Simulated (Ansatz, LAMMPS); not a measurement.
## Atom list for Ga2O3 with crystalline order left by the classical run (100 atoms)

100 atoms (40 Fe, 60 O) placed at random at 4.44 g/cm³, melted at 5000 K for 10 ps at fixed volume with the Morse and Coulomb pair potential with partial charges (Pedone, Malavasi, Menziani, Cormack and Segre, J. Phys. Chem. B 110, 11780 (2006)). Quenched from 5000 K to 300 K at 100 K/ps and fixed volume, held 10 ps at zero pressure, then minimised at fixed cell. Then Fe was replaced by Ga and the cell scaled by 1.003 (the potential has no terms for the new elements, so the cell is a start for a DFT relaxation).

This is the geometry as built. Method: Kohn-Sham DFT, PBE, PAW (set soft_2), plane waves (Ansatz 0.2.0); cutoff 420 eV, Γ point, fixed occupations; density 6.14 g/cm³.

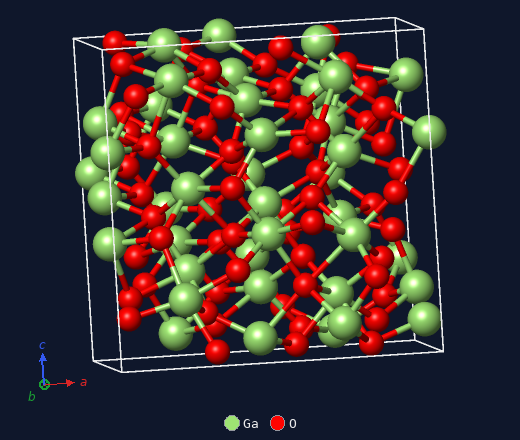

The structure (gallium green, oxygen red). Some periodic images of atoms are drawn too.

Cell vectors (Å):

```
10.044 0.000 0.000
0.000 10.044 0.000
0.000 0.000 10.044
```

Positions in Å, forces in eV/Å, q the intrinsic-atomic-orbital charge in e:

```tsv
atom	x	y	z	q	fx	fy	fz
Ga1	7.601	1.390	3.740	0.99	0.674	-0.182	0.528
Ga2	7.622	3.235	6.285	1.03	-0.379	-0.146	-0.833
Ga3	2.364	7.012	0.810	1.05	0.550	-0.871	0.810
Ga4	5.053	8.910	2.998	1.01	0.220	-0.106	-0.278
Ga5	4.950	7.476	5.598	1.02	0.201	-0.571	0.344
Ga6	5.014	6.072	2.122	1.00	0.065	0.117	0.264
Ga7	2.314	4.324	9.881	1.02	0.455	0.078	0.020
Ga8	7.445	6.111	7.100	0.99	0.465	-0.051	-0.469
Ga9	4.596	6.967	8.722	1.03	-0.167	0.431	-0.359
Ga10	2.574	6.143	6.811	1.01	-0.096	0.417	0.287
Ga11	2.625	4.310	2.828	1.01	0.605	0.084	-0.296
Ga12	2.225	1.529	8.878	1.01	0.137	-0.538	-0.294
Ga13	9.758	2.673	0.933	1.03	0.590	-0.886	0.385
Ga14	0.089	3.370	7.625	1.00	0.388	0.061	-0.271
Ga15	2.217	1.032	2.073	1.00	-0.323	0.504	-0.482
Ga16	9.675	9.107	2.634	1.04	-0.569	-0.221	0.230
Ga17	0.153	8.008	5.896	1.01	-0.485	-0.377	-0.095
Ga18	7.177	5.109	9.638	1.01	-0.349	0.213	0.681
Ga19	7.150	3.634	1.871	1.01	-0.663	0.040	0.112
Ga20	0.122	2.834	3.882	1.04	0.031	-0.318	-0.021
Ga21	7.351	1.561	8.667	1.02	-0.386	0.044	-0.182
Ga22	4.589	2.424	0.680	1.01	0.468	0.330	-0.479
Ga23	4.928	1.392	7.026	1.04	0.039	-0.353	-0.595
Ga24	9.830	5.726	1.825	1.01	-0.322	0.288	0.227
Ga25	2.557	9.949	4.576	1.02	-0.506	0.328	-0.261
Ga26	4.494	9.562	9.853	1.02	0.630	0.561	-0.046
Ga27	0.035	0.663	6.803	1.01	0.205	0.136	-0.098
Ga28	4.743	4.148	8.024	1.03	-0.428	-0.257	-0.239
Ga29	4.969	1.582	3.933	1.01	0.108	0.132	0.129
Ga30	7.082	0.696	1.052	1.00	-0.203	-0.126	0.394
Ga31	9.950	6.213	8.404	1.02	0.060	-0.119	-0.425
Ga32	2.541	7.287	3.624	1.00	0.191	-0.153	-0.570
Ga33	5.155	4.470	4.770	1.01	-0.078	0.033	-0.533
Ga34	0.257	5.260	5.224	1.00	-0.614	0.062	0.521
Ga35	7.400	8.017	0.542	1.03	-0.121	-0.418	0.569
Ga36	7.606	9.366	5.392	1.01	0.925	0.334	-0.433
Ga37	7.633	6.365	4.120	1.03	-0.095	0.078	-0.346
Ga38	2.653	2.693	5.445	1.01	-0.157	-0.309	-0.191
Ga39	7.391	8.826	8.003	1.00	-0.438	0.302	0.213
Ga40	2.327	8.969	7.846	1.01	-0.564	0.127	-0.059
O41	1.540	6.786	5.197	-0.65	-0.048	-0.322	0.147
O42	9.179	5.503	3.659	-0.68	0.171	0.076	-0.315
O43	6.692	7.761	6.318	-0.67	-0.154	0.399	0.137
O44	8.943	0.903	4.993	-0.73	-0.087	-0.424	0.422
O45	2.982	2.850	1.561	-0.67	-0.144	0.004	0.323
O46	3.348	5.505	8.534	-0.66	0.391	-0.307	-0.393
O47	1.620	1.617	4.010	-0.68	0.284	0.263	0.206
O48	3.739	7.824	7.088	-0.68	-0.213	-0.523	0.356
O49	3.559	2.967	9.067	-0.67	-0.049	0.473	0.519
O50	6.470	2.485	4.945	-0.70	0.025	0.264	0.005
O51	3.848	0.438	2.909	-0.69	-0.161	-0.454	0.511
O52	3.802	7.749	1.993	-0.71	0.172	-0.270	0.487
O53	5.925	9.210	1.344	-0.65	-0.280	-0.164	-0.336
O54	3.879	0.990	5.446	-0.68	-0.177	0.360	0.087
O55	6.046	1.954	2.254	-0.68	-0.008	0.213	-0.167
O56	1.387	9.496	5.966	-0.66	-0.155	-0.212	0.495
O57	4.115	3.235	6.505	-0.68	0.734	-0.208	0.437
O58	6.327	2.959	7.725	-0.66	-0.042	-0.347	-0.078
O59	1.117	7.467	7.701	-0.69	0.264	0.204	-0.454
O60	7.900	9.756	9.600	-0.71	0.465	-0.413	-0.115
O61	9.357	3.556	5.588	-0.66	0.328	0.009	0.022
O62	6.068	7.336	3.722	-0.68	-0.440	-0.315	0.405
O63	8.542	2.765	2.906	-0.67	0.400	0.425	-0.196
O64	4.017	3.190	3.900	-0.67	-0.151	0.655	0.592
O65	8.906	9.114	6.877	-0.66	0.005	0.278	0.249
O66	1.639	4.125	4.569	-0.66	-0.089	-0.188	-0.574
O67	8.847	8.194	4.352	-0.66	-0.030	0.093	0.157
O68	1.107	4.899	7.198	-0.70	-0.191	0.596	-0.121
O69	3.775	8.427	4.534	-0.66	0.058	0.355	-0.243
O70	8.179	7.069	8.816	-0.67	0.048	0.059	-0.183
O71	0.921	5.828	9.983	-0.65	0.177	0.070	0.480
O72	0.739	3.858	2.094	-0.68	-0.638	0.433	0.317
O73	1.449	9.024	3.178	-0.69	0.210	0.025	-0.095
O74	8.122	0.080	2.463	-0.69	0.397	-0.224	-0.187
O75	3.788	5.728	3.615	-0.68	-0.371	-0.683	-0.376
O76	0.421	1.042	1.600	-0.71	0.268	-0.214	-0.071
O77	8.828	1.952	7.577	-0.65	0.142	0.176	-0.224
O78	6.926	5.057	5.612	-0.66	-0.028	-0.130	-0.376
O79	8.981	7.587	1.549	-0.69	0.316	0.530	0.074
O80	3.157	8.072	9.558	-0.64	0.012	0.384	-0.327
O81	5.767	8.395	8.900	-0.67	-0.660	-0.023	0.406
O82	3.072	0.620	0.419	-0.68	0.116	0.254	-0.190
O83	3.448	5.323	1.069	-0.69	-0.957	-0.014	-0.498
O84	5.970	5.656	8.228	-0.64	-0.361	-0.446	0.123
O85	5.825	3.897	0.363	-0.72	0.415	0.117	0.190
O86	6.241	6.520	0.756	-0.69	0.268	-0.089	-0.560
O87	0.877	3.032	9.424	-0.64	0.241	0.084	0.010
O88	8.450	4.779	0.924	-0.68	0.187	-0.453	0.296
O89	9.135	6.404	6.296	-0.69	0.556	0.224	0.038
O90	6.594	0.381	7.060	-0.69	0.070	0.169	0.500
O91	1.455	2.151	6.858	-0.68	-0.442	-0.036	0.245
O92	8.552	4.606	8.134	-0.69	-0.116	0.426	0.351
O93	8.016	2.273	0.310	-0.67	0.226	-0.135	0.055
O94	4.378	5.706	6.057	-0.68	0.059	0.023	-0.407
O95	6.278	4.816	3.039	-0.67	-0.340	0.587	0.522
O96	1.442	6.435	2.402	-0.68	-0.286	0.183	-0.863
O97	0.978	0.175	8.516	-0.69	0.159	-0.288	-0.271
O98	5.664	1.159	9.696	-0.68	-0.234	0.051	0.295
O99	6.219	10.024	4.261	-0.68	-0.555	-0.228	-0.255
O100	3.659	0.378	8.008	-0.68	0.179	-0.049	0.551
```

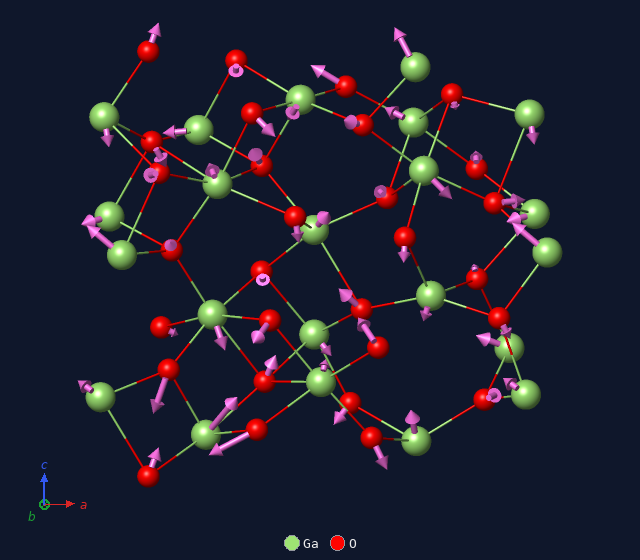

The forces as arrows, the longest 1.31 eV/Å. Drawn is a slice 4 Å thick, seen along the normal of the ac plane.

The quench rate of 100 K/ps is many orders above laboratory rates, so the cell is likely richer in defects and strain than a real sample. The network of bonds at the start is that of the classical potential that made the cell, and needn't be the one that DFT or experiment would give. Only the Γ point is sampled, in a cell whose shortest periodic width is 10 Å.

The r.m.s. force component is 0.350 eV/Å; the longest force, 1.31 eV/Å, acts on Ga3.

[Logs are printed without paths, hosts, clocks, repeated set-up lines and the standing remarks that a program may print on its own settings, such as how far it seeks lower states.]

[Hosts, paths, dates, database ids (printed as entryN), source tags and the programs' standing remarks are cut or masked in the printed files.]
